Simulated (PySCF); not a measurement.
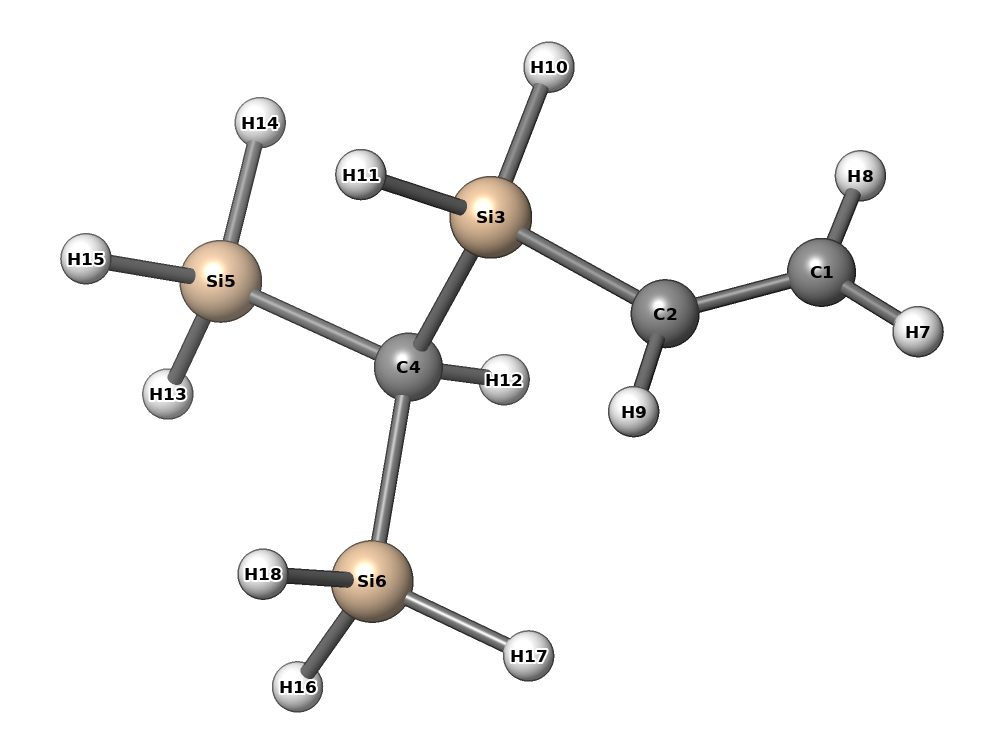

The atoms are numbered. The computed structure is the end point of a GFN2-xTB optimisation. No frequency run is at hand to confirm it as a minimum.

**What is the geometry at C4?**

C4 has 4 neighbours (Si3 at 1.91, Si5 at 1.90, Si6 at 1.90, H12 at 1.09 Å); the arrangement is tetrahedral.

**What is the geometry at Si6?**

Si6 has 4 neighbours (C4 at 1.90, H16 at 1.47, H17 at 1.47, H18 at 1.46 Å); the arrangement is tetrahedral.

**Describe the coordination of atom 1.**

C1 has 3 neighbours (C2 at 1.32, H7 at 1.08, H8 at 1.08 Å); the arrangement is trigonal planar.

**What is the geometry at C2?**

C2 has 3 neighbours (C1 at 1.32, Si3 at 1.88, H9 at 1.08 Å); the arrangement is trigonal planar.

**What is the dihedral angle C2–Si3–C4–Si5?**

175° in size, that is anti.
